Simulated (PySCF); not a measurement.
SMILES CC([CH2])CC(=O)C, doublet at its GFN2-xTB optimised geometry (Å):

```
18

C     -0.2406     1.8337     0.0000
C      0.2511     0.4511     0.0000
C     -0.2628    -0.3424    -1.1981
C     -0.2029    -0.2485     1.3336
C      0.5247    -1.5576     1.5044
C      1.8378    -1.4550     2.2385
O      0.1003    -2.5997     1.0682
H     -1.2089     2.0641    -0.3999
H      0.2809     2.5997     0.5413
H      1.3483     0.4511     0.0000
H      0.1406     0.0691    -2.1203
H     -1.3483    -0.2946    -1.2443
H      0.0309    -1.3860    -1.1237
H     -1.2762    -0.4268     1.2694
H      0.0120     0.4159     2.1702
H      2.4174    -0.6116     1.8714
H      2.4059    -2.3748     2.1283
H      1.6355    -1.2904     3.2958
```

Method: unrestricted B3LYP/def2-SVP (PySCF). Cells within 0.4 Å of a nucleus heavier than hydrogen are left out (blank, or x).

Map of the Laplacian of the electron density (e/bohr⁵), clipped to [-1.50, 1.50] on the plane z = 0.0 Å:

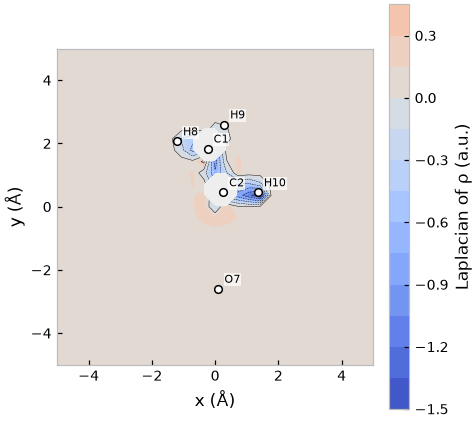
Figure. Laplacian of the electron density (e/bohr⁵), clipped to [-1.50, 1.50] on the plane z = 0.0 Å.
